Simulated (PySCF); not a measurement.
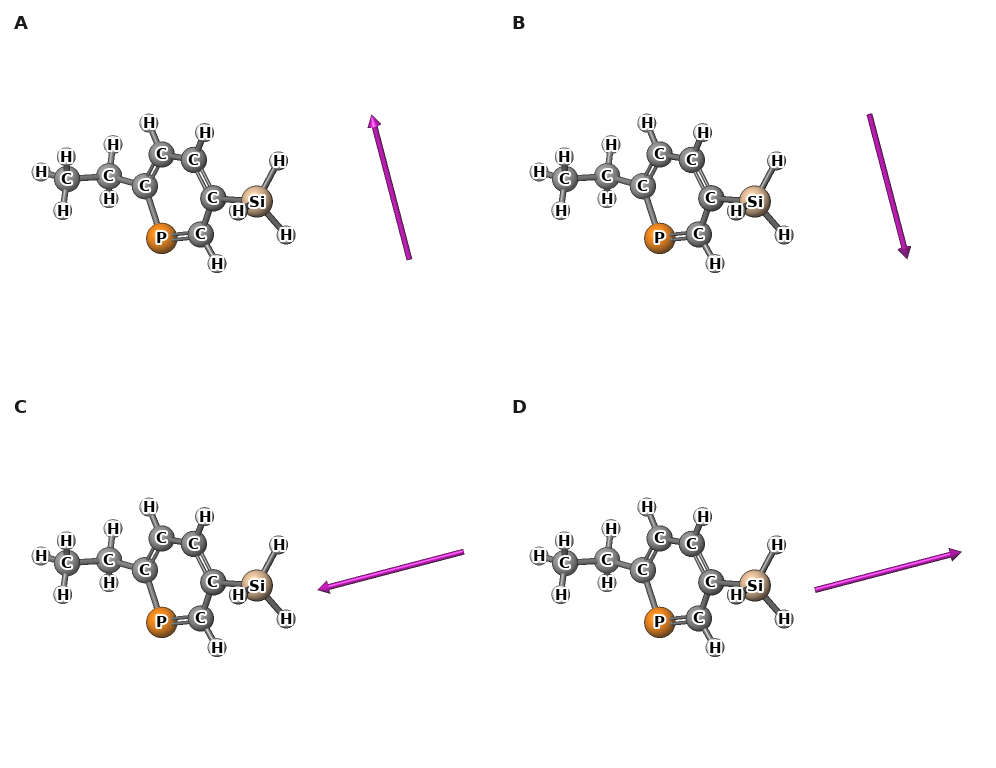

The same molecule four times, each with an arrow. The geometry was computed by an optimisation with GFN2-xTB. No frequency run is at hand to confirm it as a minimum. Method: PBE0/pcSseg-1, gas phase (PySCF 2.14.0).

> Which arrow points along the dipole moment, from the negative to the positive end?

A. The dipole moment is 1.49 D.

The geometry is semi-empirical. Around P, Si such bond lengths and angles can be off by a tenth of an ångström or more and by several degrees, and values that hang on the shape move with them.
